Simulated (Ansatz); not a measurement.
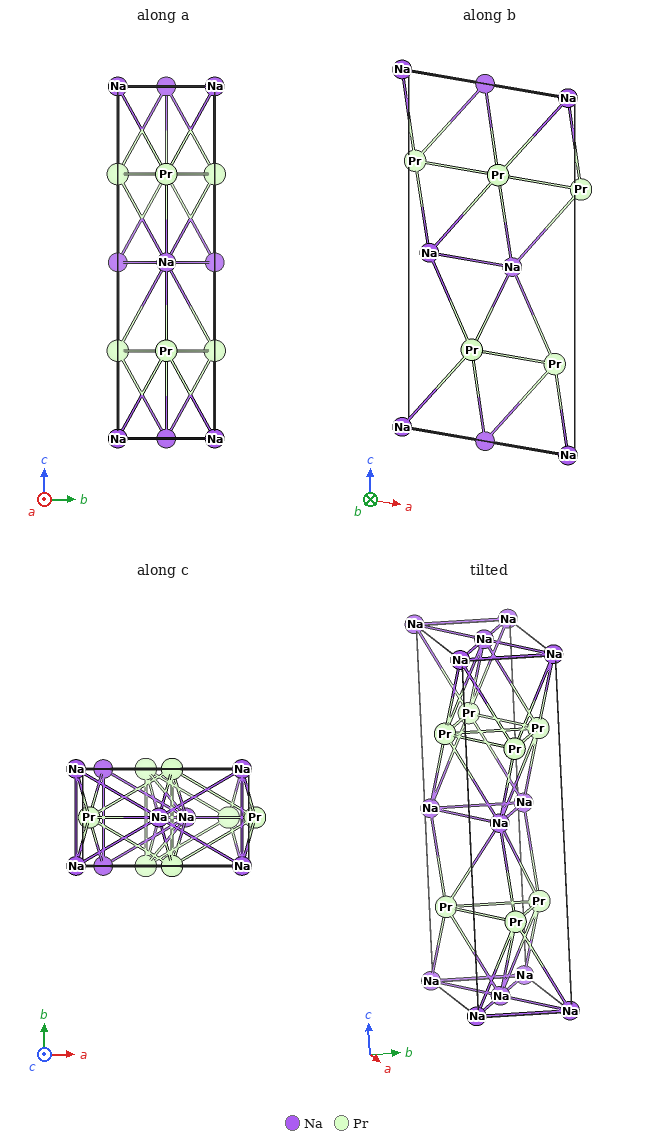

Crystal structure, ball-and-stick style, seen along the a axis, along the b axis, along the c axis and slightly off an axis. Thin lines show the conventional unit cell, with boundary atoms drawn in all their periodic places.

Lattice parameters: a = 6.184 Å, b = 3.563 Å, c = 13.130 Å, α = 90.00°, β = 99.81°, γ = 90.00°.

Set out the cell and atoms as a table of Wyckoff sites, with free fractional coordinates to two decimals.

Answer. Space group Cm (No. 8).
| atom | site | x | y | z |
| --- | --- | --- | --- | --- |
| Na | 2a | 0.46 | 0.50 | 0.00 |
| Na | 2a | 0.12 | 0.00 | 0.50 |
| Pr | 2a | 0.04 | 0.50 | 0.75 |
| Pr | 2a | 0.88 | 0.50 | 0.25 |

Provenance: a structure type filled with these elements by a generator (whether the compound takes this form wasn't checked). Earlier steps of the study, as a rule a relaxation of our own, may have changed the cell and positions, so they can lie some per cent off the listed ones. It was set up as input for a calculation with Ansatz.
